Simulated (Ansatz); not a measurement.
Run report: CH₇BFNSn, geometry relaxation (part 2 of 2)

Continued. System: CH₇BFNSn, SMILES [CH3][SnH2][B](N)F. Method: RKS PBE0-D4/def2-mTZVP (Ansatz 0.2.0). It belongs to a series of runs on one base structure; here: end point B relaxed.

Geometry of the input (Å):
```
C  -2.0988  0.4158  -0.5204
Sn -0.3963  -0.7173  -0.1693
B  1.2459  0.6322  0.3814
N  2.7237  0.0654  0.7061
F  1.0645  2.0497  0.4458
H  -1.9480  1.1912  -1.3582
H  -2.9603  -0.2044  -0.8108
H  -2.3739  1.0387  0.3808
H  0.0371  -1.5791  -1.5773
H  -0.6988  -1.8377  1.1605
H  2.9479  0.5804  1.6321
H  3.3125  0.4658  -0.0169
```

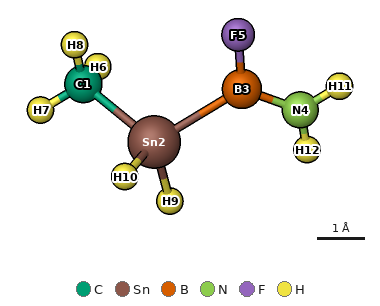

**Figure 1.** The geometry at step 13 of the log (ball-and-stick view, seen at a tilt; atoms are numbered from 1 in the order of the input).

Trajectory as extended XYZ, continued:
```
12
Properties=species:S:1:pos:R:3:forces:R:3 step=5 energy=-11863.42145
C    -2.1236    0.4681   -0.5860   -0.0204  -0.2330   0.1188
Sn   -0.3416   -0.6936   -0.2323    0.0260   0.1639  -0.0474
B     1.3247    0.6512    0.5508   -0.4450   0.2982   0.2700
N     2.6539    0.2664    0.8254    0.9218   0.7369  -1.5515
F     0.9322    1.8688    1.0008    0.0144  -0.4630   0.0277
H    -1.9969    1.1119   -1.4508    0.0089   0.1003  -0.1154
H    -2.9879   -0.1802   -0.7519    0.1011   0.0430  -0.0078
H    -2.3228    1.0886    0.2879    0.0059   0.0320  -0.0131
H     0.0361   -1.6410   -1.6176    0.0360   0.0560  -0.0024
H    -0.6692   -1.8073    1.0289   -0.0485  -0.0912   0.0542
H     3.1875    1.0552    1.2158   -0.0555  -0.5041  -0.0989
H     3.1633   -0.0873   -0.0170   -0.5446  -0.1391   1.3657
12
Properties=species:S:1:pos:R:3:forces:R:3 step=6 energy=-11863.63859
C    -2.0520    0.4799   -0.5819   -0.2995  -0.1449  -0.0358
Sn   -0.3367   -0.7422   -0.2163    0.0692   0.1443   0.0974
B     1.2501    0.6577    0.5829   -0.5867   0.0609   0.1012
N     2.5973    0.3686    0.7171    1.1427   0.2227  -0.8615
F     0.8046    1.8042    1.1403    0.0057  -0.1849   0.0358
H    -1.8888    1.1182   -1.4484    0.0029   0.0523  -0.0391
H    -2.9450   -0.1245   -0.7577    0.0527   0.0604  -0.0138
H    -2.2319    1.1111    0.2888    0.0212   0.0260  -0.0133
H     0.0686   -1.6685   -1.6017    0.0421   0.0029  -0.0336
H    -0.6928   -1.8489    1.0473   -0.0544  -0.0864  -0.0102
H     3.1872    1.1110    1.0857    0.0189  -0.1572   0.0339
H     3.0949   -0.1659   -0.0024   -0.4147   0.0039   0.7389
12
Properties=species:S:1:pos:R:3:forces:R:3 step=7 energy=-11863.74139
C    -2.0694    0.4674   -0.6180   -0.1558   0.0350   0.0085
Sn   -0.3438   -0.7187   -0.1666   -0.0725  -0.0909   0.1485
B     1.2513    0.6320    0.6871   -0.0898   0.2187  -0.1030
N     2.6233    0.4283    0.6286    0.4584   0.0316  -0.5156
F     0.8283    1.7413    1.3282   -0.0188  -0.1540   0.0721
H    -1.8686    1.1100   -1.4744   -0.0027   0.0481  -0.0194
H    -2.9633   -0.1223   -0.8324    0.1343  -0.0520   0.0170
H    -2.2775    1.0985    0.2466   -0.0305   0.0589  -0.0254
H     0.1078   -1.6441   -1.5397    0.0801   0.0067  -0.0355
H    -0.7518   -1.8431    1.0680   -0.0664  -0.0785  -0.0182
H     3.2495    1.1551    0.9568    0.0107  -0.1037   0.0507
H     3.0698   -0.2038   -0.0304   -0.2471   0.0801   0.4202
12
Properties=species:S:1:pos:R:3:forces:R:3 step=8 energy=-11863.76651
C    -2.0717    0.4870   -0.6284   -0.2305  -0.1491  -0.0701
Sn   -0.3645   -0.7091   -0.1043    0.0768   0.0943   0.0298
B     1.2516    0.6622    0.6913    0.5161   0.0926   0.5429
N     2.6367    0.5048    0.4984   -0.2029  -0.0317  -0.1382
F     0.8371    1.6684    1.5098    0.2884  -0.3584  -0.4768
H    -1.8703    1.1046   -1.5055    0.0309  -0.0508   0.0227
H    -2.9084   -0.1814   -0.8581    0.0401   0.1961   0.0232
H    -2.3598    1.1468    0.1954    0.0724  -0.1380  -0.0565
H     0.1827   -1.6165   -1.4636   -0.0450   0.0187  -0.0140
H    -0.8536   -1.8713    1.0756    0.0377   0.0866  -0.0524
H     3.3196    1.1401    0.9088   -0.2467  -0.2111  -0.1123
H     3.0564   -0.2348   -0.0655   -0.3373   0.4507   0.3018
12
Properties=species:S:1:pos:R:3:forces:R:3 step=9 energy=-11863.80156
C    -2.0865    0.4669   -0.6451    0.0094  -0.0094   0.0122
Sn   -0.3597   -0.6888   -0.0912    0.0616   0.0702   0.0248
B     1.2757    0.6572    0.7443   -0.1536  -0.1117  -0.1174
N     2.6335    0.5093    0.4878    0.0061  -0.0148   0.0550
F     0.8844    1.6752    1.5309    0.0839   0.0092   0.0202
H    -1.8749    1.0771   -1.5234    0.0127  -0.0001  -0.0009
H    -2.9307   -0.1849   -0.8696   -0.0025   0.0001   0.0040
H    -2.3617    1.1280    0.1767   -0.0265   0.0079  -0.0019
H     0.1664   -1.5820   -1.4664    0.0334  -0.0119  -0.0051
H    -0.8427   -1.8503    1.0820   -0.0069  -0.0101   0.0025
H     3.3230    1.1183    0.9047    0.0631   0.0516   0.0037
H     3.0288   -0.2252   -0.0768   -0.0806   0.0190   0.0027
12
Properties=species:S:1:pos:R:3:forces:R:3 step=11 energy=-11863.80657
C    -2.0859    0.4644   -0.6588   -0.0035   0.0106  -0.0037
Sn   -0.3647   -0.6763   -0.0606   -0.0125  -0.0029   0.0128
B     1.2695    0.6517    0.7749    0.1451   0.0601   0.0121
N     2.6203    0.5088    0.4661   -0.0993  -0.0055   0.0366
F     0.9326    1.6503    1.6128   -0.0240  -0.0515  -0.0350
H    -1.8474    1.0851   -1.5230   -0.0021   0.0001   0.0044
H    -2.9128   -0.1952   -0.9222    0.0058  -0.0039  -0.0001
H    -2.4048    1.1151    0.1562    0.0009  -0.0071  -0.0051
H     0.2024   -1.5736   -1.4194    0.0119   0.0013   0.0052
H    -0.8653   -1.8374    1.1064   -0.0028   0.0017  -0.0040
H     3.3270    1.1151    0.8618    0.0036  -0.0206  -0.0189
H     2.9846   -0.2074   -0.1405   -0.0232   0.0176  -0.0043
12
Properties=species:S:1:pos:R:3:forces:R:3 step=12 energy=-11863.80831
C    -2.0811    0.4650   -0.6665    0.0037  -0.0110  -0.0094
Sn   -0.3654   -0.6728   -0.0455   -0.0082  -0.0037  -0.0066
B     1.2716    0.6510    0.7893   -0.0101   0.0161   0.0379
N     2.6140    0.5117    0.4578    0.0045   0.0041  -0.0138
F     0.9374    1.6262    1.6531    0.0063  -0.0010  -0.0047
H    -1.8322    1.0911   -1.5236    0.0015   0.0038  -0.0018
H    -2.8995   -0.1983   -0.9464    0.0020   0.0023   0.0019
H    -2.4160    1.1097    0.1465   -0.0042  -0.0016   0.0034
H     0.2170   -1.5803   -1.3918    0.0014   0.0011  -0.0010
H    -0.8797   -1.8264    1.1221   -0.0037  -0.0002   0.0027
H     3.3343    1.1086    0.8424   -0.0009  -0.0090  -0.0051
H     2.9552   -0.1847   -0.1836    0.0077  -0.0010  -0.0034
12
Properties=species:S:1:pos:R:3:forces:R:3 step=13 energy=-11863.80906
C    -2.0761    0.4637   -0.6780   -0.0130  -0.0078   0.0056
Sn   -0.3688   -0.6682   -0.0223   -0.0115  -0.0031  -0.0126
B     1.2730    0.6486    0.8154   -0.0220   0.0563   0.0529
N     2.6047    0.5174    0.4398    0.0274  -0.0243  -0.0443
F     0.9600    1.6048    1.7095    0.0267  -0.0526  -0.0445
H    -1.8105    1.1011   -1.5222    0.0011  -0.0055   0.0113
H    -2.8809   -0.2048   -0.9862    0.0164   0.0162   0.0071
H    -2.4390    1.0964    0.1332    0.0013  -0.0104  -0.0170
H     0.2310   -1.5801   -1.3594    0.0001   0.0014   0.0076
H    -0.8990   -1.8167    1.1435   -0.0047   0.0036  -0.0021
H     3.3405    1.1043    0.8111   -0.0204  -0.0164  -0.0065
H     2.9207   -0.1656   -0.2306   -0.0014   0.0424   0.0427
12
Properties=species:S:1:pos:R:3:forces:R:3 step=14 energy=-11863.80934
C    -2.0754    0.4626   -0.6807   -0.0061  -0.0004  -0.0113
Sn   -0.3702   -0.6660   -0.0141   -0.0127   0.0069   0.0088
B     1.2745    0.6491    0.8240   -0.0066  -0.0110  -0.0097
N     2.6015    0.5219    0.4291    0.0096  -0.0185  -0.0200
F     0.9717    1.5940    1.7304    0.0127  -0.0025   0.0015
H    -1.8006    1.1043   -1.5187   -0.0105  -0.0025   0.0120
H    -2.8729   -0.2080   -1.0025    0.0138   0.0129   0.0036
H    -2.4531    1.0905    0.1276    0.0141  -0.0145  -0.0137
H     0.2386   -1.5813   -1.3448   -0.0049   0.0004   0.0025
H    -0.9113   -1.8103    1.1506    0.0027   0.0000   0.0006
H     3.3428    1.1008    0.8015   -0.0103  -0.0050  -0.0065
H     2.9099   -0.1570   -0.2486   -0.0019   0.0341   0.0322
12
Properties=species:S:1:pos:R:3:forces:R:3 step=15 energy=-11863.80954
C    -2.0715    0.4627   -0.6878   -0.0178   0.0106   0.0128
Sn   -0.3751   -0.6666   -0.0017    0.0114  -0.0046  -0.0118
B     1.2757    0.6426    0.8340    0.0316  -0.0302  -0.0529
N     2.5984    0.5273    0.4188   -0.0245  -0.0237  -0.0133
F     0.9838    1.5752    1.7545   -0.0093   0.0336   0.0417
H    -1.7892    1.1132   -1.5166    0.0014  -0.0106   0.0157
H    -2.8636   -0.2068   -1.0248    0.0140   0.0077   0.0035
H    -2.4606    1.0818    0.1217    0.0028  -0.0055  -0.0186
H     0.2365   -1.5876   -1.3269    0.0000  -0.0061   0.0003
H    -0.9221   -1.8061    1.1647   -0.0057   0.0045   0.0003
H     3.3405    1.1069    0.7875   -0.0001   0.0026   0.0021
H     2.9029   -0.1421   -0.2694   -0.0038   0.0217   0.0202
12
Properties=species:S:1:pos:R:3:forces:R:3 step=16 energy=-11863.80975
C    -2.0674    0.4630   -0.6898   -0.0150   0.0112   0.0014
Sn   -0.3748   -0.6696   -0.0004   -0.0039  -0.0055  -0.0056
B     1.2759    0.6391    0.8351    0.0420  -0.0243  -0.0278
N     2.5974    0.5321    0.4143   -0.0225  -0.0231  -0.0265
F     0.9864    1.5609    1.7679   -0.0138   0.0214   0.0230
H    -1.7811    1.1187   -1.5129    0.0004  -0.0084   0.0110
H    -2.8568   -0.2052   -1.0353    0.0113   0.0075   0.0036
H    -2.4617    1.0771    0.1209    0.0020  -0.0041  -0.0125
H     0.2300   -1.6032   -1.3201    0.0027   0.0015   0.0051
H    -0.9326   -1.7967    1.1729    0.0014  -0.0002   0.0010
H     3.3383    1.1123    0.7844    0.0016   0.0045   0.0059
H     2.9020   -0.1279   -0.2830   -0.0061   0.0196   0.0214
12
Properties=species:S:1:pos:R:3:forces:R:3 step=17 energy=-11863.80983
C    -2.0618    0.4661   -0.6913   -0.0122  -0.0044  -0.0160
Sn   -0.3782   -0.6764    0.0041    0.0121  -0.0001   0.0194
B     1.2749    0.6296    0.8383    0.0194   0.0105  -0.0072
N     2.5932    0.5384    0.4052   -0.0101  -0.0203  -0.0226
F     0.9860    1.5415    1.7826   -0.0022  -0.0019   0.0022
H    -1.7652    1.1265   -1.5069   -0.0015  -0.0063   0.0062
H    -2.8483   -0.1986   -1.0500    0.0051   0.0107   0.0017
H    -2.4641    1.0759    0.1184    0.0088  -0.0071  -0.0018
H     0.2305   -1.6200   -1.3066   -0.0096   0.0040   0.0003
H    -0.9418   -1.7924    1.1855   -0.0027  -0.0020  -0.0064
H     3.3315    1.1225    0.7744    0.0019   0.0039   0.0081
H     2.8989   -0.1124   -0.2999   -0.0088   0.0131   0.0161
12
Properties=species:S:1:pos:R:3:forces:R:3 step=18 energy=-11863.80992
C    -2.0597    0.4654   -0.6926   -0.0086   0.0012  -0.0078
Sn   -0.3788   -0.6772    0.0095   -0.0007  -0.0035   0.0024
B     1.2755    0.6297    0.8401    0.0159   0.0055   0.0114
N     2.5921    0.5420    0.4012   -0.0126  -0.0113  -0.0124
F     0.9892    1.5361    1.7907    0.0016  -0.0076  -0.0101
H    -1.7585    1.1257   -1.5065   -0.0027  -0.0040   0.0046
H    -2.8456   -0.1978   -1.0550    0.0069   0.0061   0.0025
H    -2.4644    1.0752    0.1157    0.0045  -0.0032  -0.0024
H     0.2257   -1.6223   -1.3018   -0.0001   0.0013  -0.0013
H    -0.9475   -1.7941    1.1876    0.0025   0.0036  -0.0008
H     3.3314    1.1236    0.7723    0.0009   0.0054   0.0046
H     2.8963   -0.1056   -0.3073   -0.0076   0.0065   0.0092
12
Properties=species:S:1:pos:R:3:forces:R:3 step=19 energy=-11863.80993
C    -2.0592    0.4652   -0.6927   -0.0056   0.0023  -0.0032
Sn   -0.3787   -0.6777    0.0099   -0.0019  -0.0012   0.0007
B     1.2753    0.6292    0.8413    0.0098   0.0062   0.0012
N     2.5914    0.5421    0.4009   -0.0066  -0.0070  -0.0047
F     0.9892    1.5365    1.7909    0.0010  -0.0062  -0.0045
H    -1.7577    1.1250   -1.5068   -0.0019  -0.0024   0.0030
H    -2.8456   -0.1975   -1.0548    0.0053   0.0031   0.0019
H    -2.4633    1.0754    0.1156    0.0025  -0.0015  -0.0021
H     0.2256   -1.6209   -1.3028    0.0012  -0.0006   0.0011
H    -0.9472   -1.7944    1.1880    0.0011   0.0005  -0.0010
H     3.3307    1.1242    0.7711    0.0002   0.0034   0.0031
H     2.8952   -0.1064   -0.3067   -0.0050   0.0033   0.0046
```
